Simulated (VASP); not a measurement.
Band structure of W (bcc). Method: PBE GGA with D3 dispersion (zero damping), VASP's PBE PAW potentials (set 64) (plane waves; VASP).

Unless said otherwise, spin-orbit coupling is left out, though it shifts the bands of the heavy elements here.

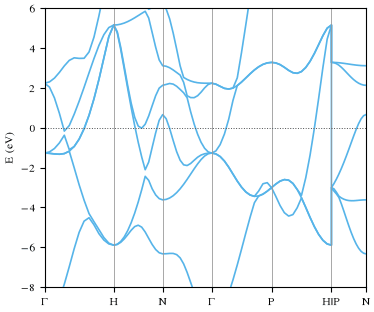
Figure. Bands along high-symmetry lines, zero at the valence-band maximum or, without a gap, the Fermi level

Problem. Read the plot: is there a gap, and where are the band edges?

Solution. It has no gap at this level: it comes out as a metal or semimetal. (Edges off the drawn lines would not show.)

The compound is W in the bcc structure. It was relaxed first.
